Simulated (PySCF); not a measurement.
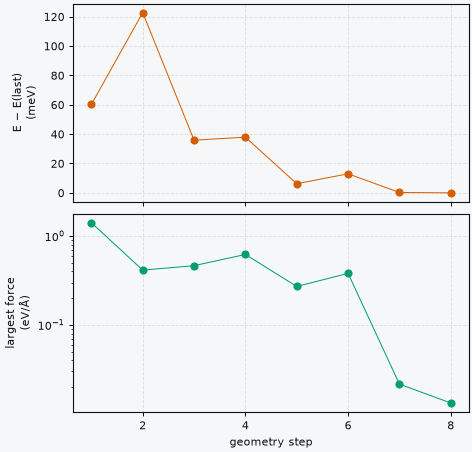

History of a geometry optimisation.

- system: C4H3FS (SMILES Fc1cccs1)
- method: PBE0-D3(BJ)/def2-SVP, geometry optimisation in PySCF 2.14.0, density fitting

**How did it end, and what did it gain?**

The optimisation met its thresholds at geometry 8, counting the start as the first. The energy fell by about 60 meV from the first step to the last, with a rise at steps 2, 4 and 6. The largest force goes from about 1.4 eV/Å at the start to 0.013 eV/Å at the end.

**By which step was nine tenths of the energy gained?**

By step 7 of 8.
